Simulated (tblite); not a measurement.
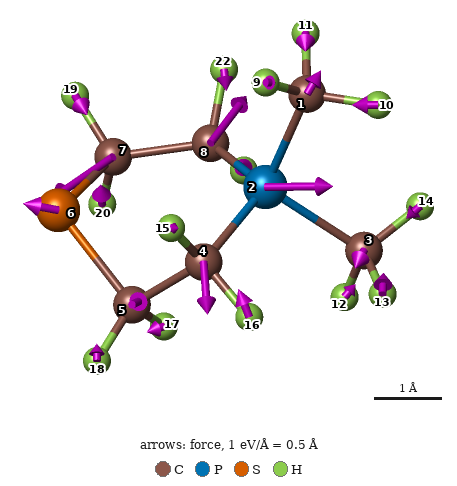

Starting geometry of C₆H₁₄PS (charge +1) with the computed forces as purple arrows. Style: ball-and-stick. Shown at a tilt.

Level of theory: GFN2-xTB geometry optimisation, gas phase in tblite 0.8.0. 

**Is this structure relaxed? If not, where do the atoms go?**

It isn't relaxed: the largest force vector, on a C atom, is 2.85 eV/Å. The final displacements have little in common with the starting forces (cosine between the two patterns 0.10). The largest move after the best rigid fit is that of an H atom, 1.32 Å. Largest moves by element: H 1.32 Å, S 0.57 Å, C 0.54 Å, P 0.11 Å. Among the contacts that change: P–S 3.124 → 3.375 Å, C–C 1.477 → 1.526 Å, C–P 1.775 → 1.822 Å, C–H 1.127 → 1.095 Å. Bond angles that change, for instance: C–C–S 102.4° → 111.5°, C–P–C 117.4° → 108.6°, P–C–C 119.4° → 111.7°. Groups turn about C–P by about 55°, C–C by about 55°, C–P by about 40°. Over 182 geometry steps the energy falls by 85.5 kJ/mol.
